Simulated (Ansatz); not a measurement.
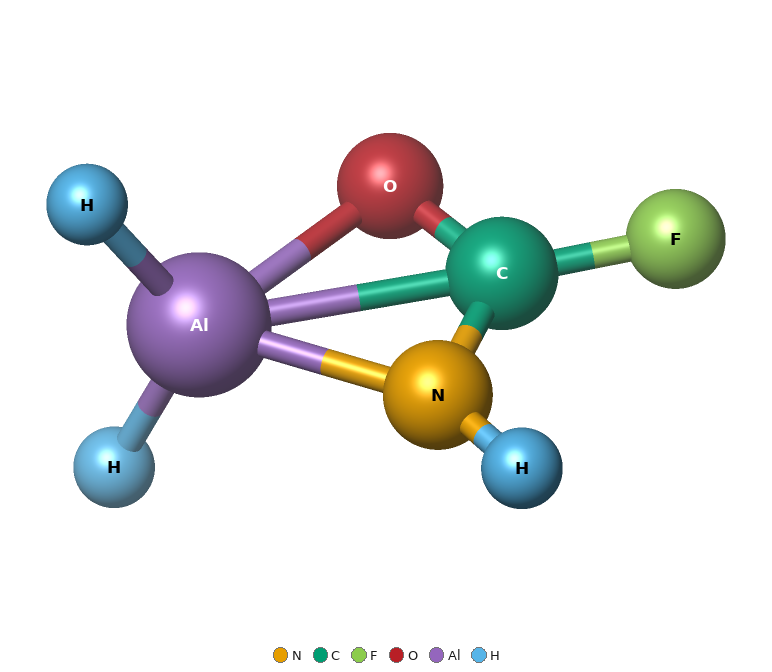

The geometry was computed by an optimisation with PBE0-D4/def2-TZVP. Program: Ansatz 0.2.0.

At this fixed geometry, give dipole (D), HOMO energy (eV) at these levels: B3LYP-D4/def2-TZVPP; PBE-D4/def2-TZVPP; r2SCAN-D4/def2-TZVPP; ωB97M-V/def2-TZVPP.

```json
{"level": "B3LYP-D4/def2-TZVPP", "dipole (D)": "2.59", "HOMO energy (eV)": "−8.04"}
{"level": "PBE-D4/def2-TZVPP", "dipole (D)": "2.52", "HOMO energy (eV)": "−6.93"}
{"level": "r2SCAN-D4/def2-TZVPP", "dipole (D)": "2.59", "HOMO energy (eV)": "−7.24"}
{"level": "ωB97M-V/def2-TZVPP", "dipole (D)": "2.64", "HOMO energy (eV)": "−10.43"}
```
